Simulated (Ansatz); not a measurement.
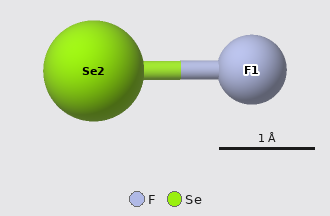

**Figure 1.** The input geometry (ball-and-stick view, seen on its broad side; atoms are numbered from 1 in the order of the input).

## Single-point calculation, with input and output: SeF

SeF, multiplicity 2, SMILES F[Se], computed with UKS B3LYP5/aug-cc-pVDZ (Ansatz 0.2.0).

The geometry comes from this level: PBE0-D4/def2-TZVP. Figures and captions count atoms from 1; the log counts them from 0 in places.

**The program's output**
```
Functional definition: B3LYP5
  name "B3LYP5"
  cite "Stephens, Devlin, Chabalowski & Frisch, J. Phys. Chem. 98, 11623 (1994) doi:10.1021/j100096a001"
  cite "Becke, Phys. Rev. A 38, 3098 (1988) doi:10.1103/PhysRevA.38.3098"
  cite "Lee, Yang & Parr, Phys. Rev. B 37, 785 (1988) doi:10.1103/PhysRevB.37.785"
  cite "Vosko, Wilk & Nusair, Can. J. Phys. 58, 1200 (1980) doi:10.1139/p80-159"
  parameter a0 = 0.2
  parameter ax = 0.72
  parameter ac = 0.81
  exchange = (1 - a0 - ax)*slater_x + ax*b88_x + a0*exact_x
  correlation = (1 - ac)*vwn5_c + ac*lyp_c
1068 factors; integrals over basis functions are off by at most 4.6e-9 eV
mean field evaluation 1: about -68059.6476 eV, gradient 1.9e1 eV
mean field evaluation 2: about -68055.0050 eV, gradient 4.2e1 eV
mean field evaluation 4: about -68060.7629 eV, gradient 5.8e-1 eV
mean field evaluation 8: about -68060.8040 eV, gradient 5.8e-2 eV
mean field evaluation 16: about -68060.8040 eV, gradient 3.7e-5 eV
mean field evaluation 32: about -68060.8040 eV, gradient 1.9e-8 eV
mean field -68060.80400050 eV, -2501.1884137485 hartree, gradient 3.0e-8 eV, S^2 0.752198; 1 other end points of the search recorded, 0 dependent functions left out
the calculation of the forces begins
reference -68060.80402817 eV, -2501.1884147653 hartree; 22, 21 occupied and 37, 38 virtual orbitals, 1068 factors
Total energy: -68060.80402817 eV, -2501.1884147653 hartree
Atom 0 at     0.000000    -0.000000     0.033620 Å, force    -0.000000    -0.000000    -3.931818 eV/Å
Atom 1 at    -0.000000     0.000000     1.701686 Å, force     0.000000    -0.000000     3.931818 eV/Å
Dipole moment:     0.000000     0.000000     0.209648 e Å
```

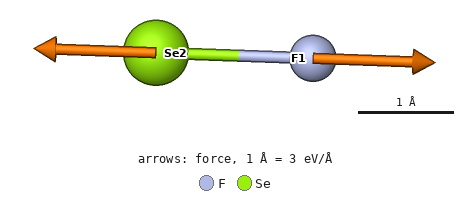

**Figure 2.** Forces on the atoms as orange arrows (ball-and-stick view, seen at a tilt; atoms are numbered from 1 in the order of the input). The largest act on Se2 (3.93 eV/Å); F1 (3.93 eV/Å). The geometry is not a stationary point of this energy.

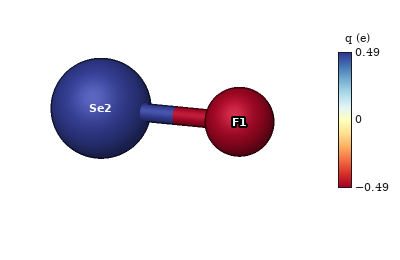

**Figure 3.** Mulliken charges, as the colour of each atom (ball-and-stick view, seen at a tilt; atoms are numbered from 1 in the order of the input). By element: F −0.47 and Se +0.47 e.

The run was set up as follows.

**Input**
```yaml
crystal:
  periodic: [false, false, false]
  atoms:
    - {symbol: F, position_ang: [0.000000, -0.000000, 0.033620]}
    - {symbol: Se, position_ang: [-0.000000, 0.000000, 1.701686]}
basis:
  gaussian: {orbitals: aug-cc-pVDZ}
magnetization: {spin_polarized: true, initial_magnetization: 1}
hamiltonian: {xc: {name: B3LYP5}}
accuracy: high
output: {forces: true}
```

Run as:
```bash
ansatz run in.yaml --threads 4 --pin off --events-out ev --progress --plain --max-ram 10444MiB
```

**Results in brief**

```csv
quantity,value
outcome,converged
total energy,−68060.8040 eV
⟨S²⟩,0.752
SCF solution under orbital rotations,stable
largest force (length of the vector),3.932 eV/Å
dipole moment,1.01 D
hardware,"4 threads of Arm Neoverse V2, 23 GiB of memory available, shared host"
wall time,2.4 s (CPU time 8.1 s)
peak memory,0.22 GiB
```
